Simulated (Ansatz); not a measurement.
# AlN$_{2}$H$_{7}$O: single-point calculation

System: AlN$_{2}$H$_{7}$O.
Method: RKS PBE0-D4/def2-TZVPP (Ansatz 0.2.0).

The geometry is a transition state. The reaction was set up to form Al1–H6 and O2–H5 and to break Al1–O2 and H5–H6 (atoms counted from 1 in the order of the input); sticks are drawn by distance alone. The geometry comes from this level: PBE0-D4/def2-TZVP.

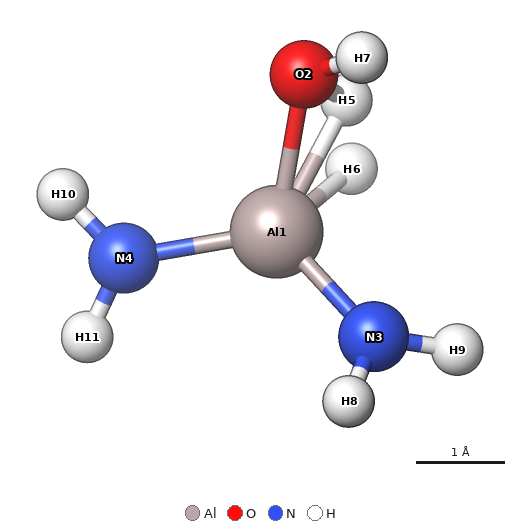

The structure as given in the input (ball-and-stick view, seen at a tilt; atoms are numbered from 1 in the order of the input). Sticks mark near contacts. Bond lengths as drawn: Al–H 1.78 to 1.81 Å, Al–N 1.77 to 1.78 Å, Al–O 1.87 Å, H–N 1.01 Å and H–O 0.96 to 1.20 Å.

The input
```yaml
crystal:
  periodic: [false, false, false]
  atoms:
    - {symbol: Al, position_ang: [-0.129236, -0.063016, 0.014669]}
    - {symbol: O, position_ang: [0.059897, 1.790124, -0.115586]}
    - {symbol: N, position_ang: [1.029852, -1.052195, -0.896129]}
    - {symbol: N, position_ang: [-0.622693, -0.502954, 1.655792]}
    - {symbol: H, position_ang: [-0.776684, 1.374254, -0.875659]}
    - {symbol: H, position_ang: [-1.348128, 0.495079, -1.158867]}
    - {symbol: H, position_ang: [0.842203, 2.130956, -0.560694]}
    - {symbol: H, position_ang: [1.670088, -1.705204, -0.475812]}
    - {symbol: H, position_ang: [1.022792, -1.171026, -1.895216]}
    - {symbol: H, position_ang: [-0.991244, 0.149648, 2.327466]}
    - {symbol: H, position_ang: [-0.756849, -1.445766, 1.980037]}
basis:
  gaussian: {orbitals: def2-TZVPP}
hamiltonian: {xc: pbe0, dispersion: d4}
output: {orbitals: {seedname: orbitals}}
```

Machine: 4 threads of Intel Xeon @ 2.50GHz, 180 GiB of memory available, shared host.

Launch command:
```bash
ansatz run in.yaml --threads 4 --pin off --events-out ev --progress --plain --max-ram 9574MiB
```

Output
```
Functional definition: PBE0
  name "PBE0"
  cite "Adamo & Barone, J. Chem. Phys. 110, 6158 (1999) doi:10.1063/1.478522"
  cite "Perdew, Burke & Ernzerhof, Phys. Rev. Lett. 77, 3865 (1996) doi:10.1103/PhysRevLett.77.3865"
  parent pbe
  parameter a = 0.25
  parameter kappa = 0.804
  parameter beta = 0.06672455060314922
  exchange = (1 - a)*pbe_x(kappa = kappa, mu = beta*pi^2/3) + a*exact_x
  correlation = pbe_c(beta = beta)
1174 factors; their error is unknown
mean field evaluation 1: about -11717.1104 eV, gradient 9.7e1 eV
mean field evaluation 2: about -11693.3108 eV, gradient 1.4e2 eV
mean field evaluation 4: about -11733.6793 eV, gradient 4.3e0 eV
mean field evaluation 8: about -11733.7153 eV, gradient 4.2e-2 eV
mean field evaluation 16: about -11733.7352 eV, gradient 3.0e-5 eV
mean field -11733.73515958 eV, -431.2068137033 hartree, gradient 3.0e-5 eV, S^2 0.000000; 0 other end points of the search recorded, 0 dependent functions left out
reference -11733.73519248 eV, -431.2068149124 hartree; 21, 21 occupied and 212, 212 virtual orbitals, 1174 factors
Total energy: -11733.88420756 eV, -431.2122911155 hartree
```

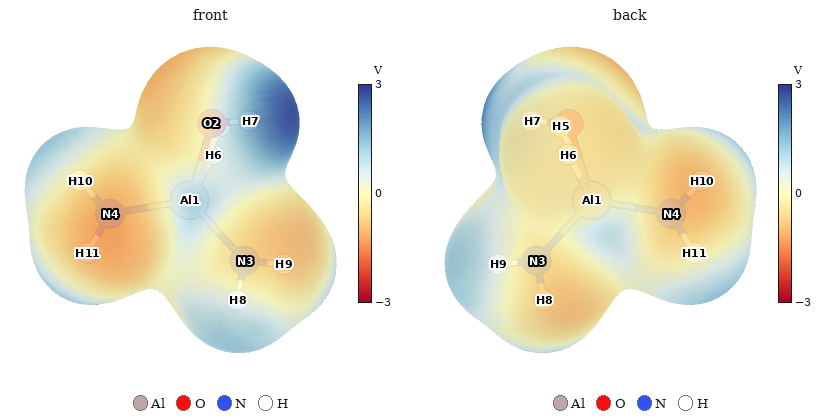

The electrostatic potential painted on the density surface at 0.002 e/bohr³, seen face on and from behind; the colour scale runs from red (negative) to blue (positive).

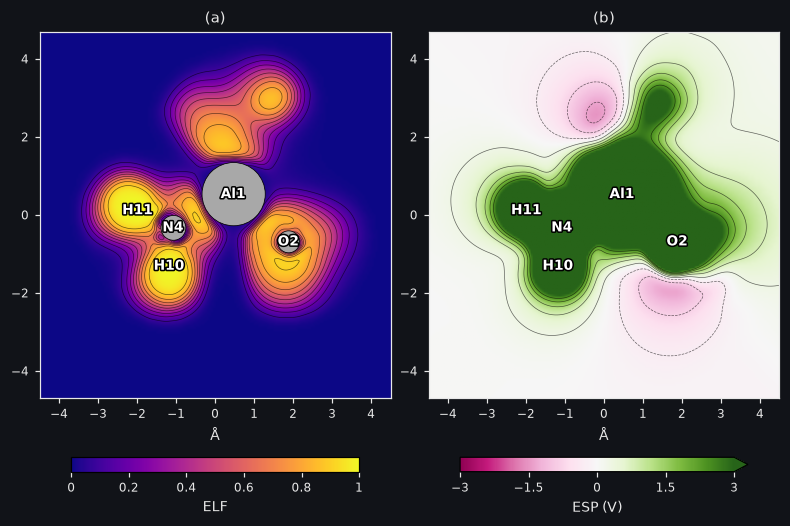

(a) ELF; (b) molecular electrostatic potential on the plane of atoms Al1, N4 and H11. Grey discs, where drawn, cover atomic cores. Al–N (1.77 Å): the ELF peaks at about 0.90 in the valence shell of N, 0.6 Å from its nucleus, and is about 0.60 at the midpoint. Al–O (1.87 Å): the ELF peaks at about 0.90 in the valence shell of O, 0.7 Å from its nucleus, and is about 0.45 at the midpoint.

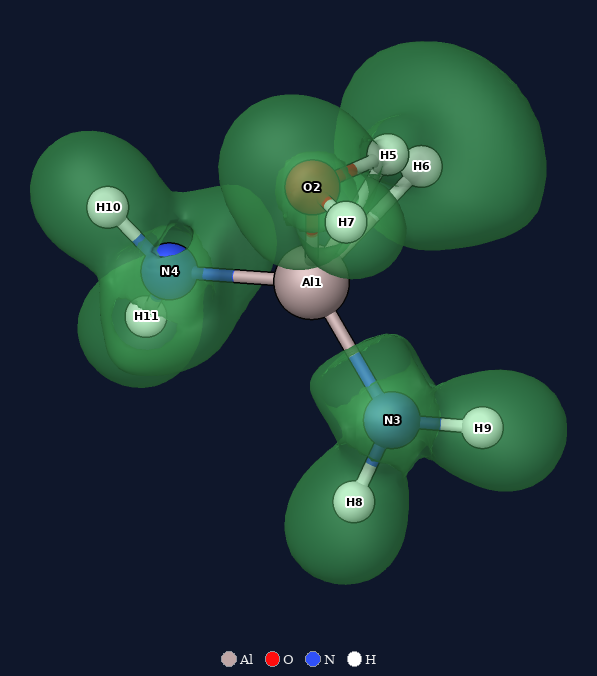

Isosurface of the ELF at 0.75 (green), seen at a tilt. Core shells and regions of very low density are left out. Values along the shortest contacts: Al–N (1.77 Å): the ELF peaks at about 0.90 in the valence shell of N, 0.6 Å from its nucleus, and is about 0.60 at the midpoint. Al–O (1.87 Å): the ELF peaks at about 0.90 in the valence shell of O, 0.7 Å from its nucleus, and is about 0.45 at the midpoint.

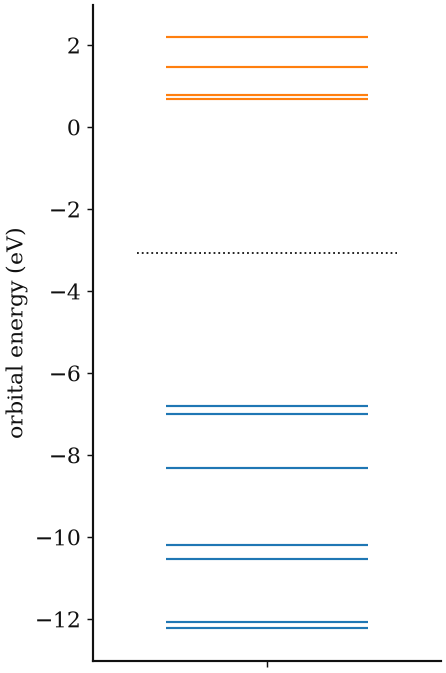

Orbital energies near the frontier; the dotted line parts filled from empty levels, and levels within 0.02 eV of each other stand side by side. Highest filled −6.81 eV, lowest empty 0.69 eV, 7.50 eV apart.

Summary

- outcome: converged
- total energy: −11733.8842 eV
- mean-field energy: −11733.7352 eV
- dispersion energy: −0.1490 eV
- SCF solution under orbital rotations: stable
- HOMO: −6.81 eV
- LUMO: 0.69 eV
- wall time: 4.5 s (CPU time 15 s)
- peak memory: 0.48 GiB
